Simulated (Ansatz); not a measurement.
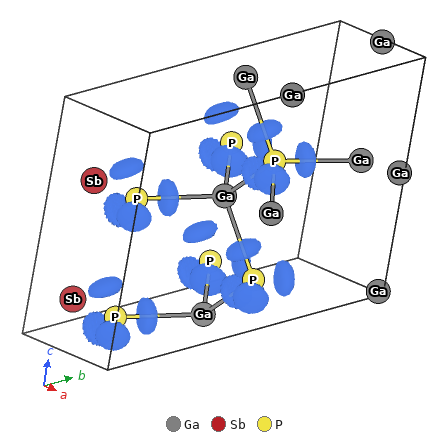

The picture shows: Ga4SbP3. Isosurface of the electron localisation function at 0.85 (blue), seen slightly off an axis. Only the valence region is drawn (cores and ρ < 0.01 e/Å³ removed). Sticks mark near contacts.

Space group Amm2; a generated structure, not necessarily the stable one.

Theory: Ansatz, DFT PBEsol, spin-orbit coupling, plane waves, PAW.

> Where are the electrons localised?

At this value the surface marks out 24 lobes of the valence shell of P pointing towards Ga (polar bonds), counted in one cell of 16 atoms. Regions shared between cells count once. Profiles from the grid: Ga–P (2.34 Å): the ELF peaks at about 0.90 in the valence shell of P, 0.8 Å from its nucleus, and is about 0.75 at the midpoint. Ga–Sb (2.53 Å): the ELF peaks at about 0.70 between the atoms.
